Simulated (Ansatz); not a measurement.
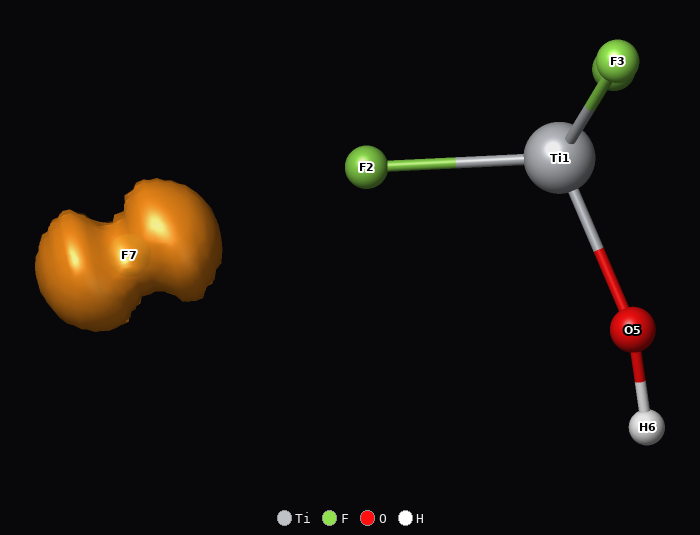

Figure 1: F$_{3}$HOTi···F (doublet). Isosurfaces of the spin density (α minus β) at +0.15 (orange) and −0.15 e/Å³ (purple), seen across its widest extent.

Not at a stationary point (largest force 1.4 eV/Å).

All numbers below come from UKS BHLYP/def2-SVP (Ansatz).

```
atom    x (Å)    y (Å)    z (Å)
  Ti   0.0273   0.0000   0.0032
   F   0.1843   0.2339   1.7645
   F   1.5937  -0.0337  -0.7201
   F  -0.8635   1.3295  -0.6432
   O  -0.7963  -1.4800  -0.3346
   H  -1.4948  -2.1243  -0.2734
   F  -0.0502  -0.0312   4.0783
```

Which atoms carry the spin?

Answer. The unpaired spin (1 electron) lies mostly on F7 (about 1.0), in electrons by Hirshfeld's partition. Only one sign reaches the isovalue.
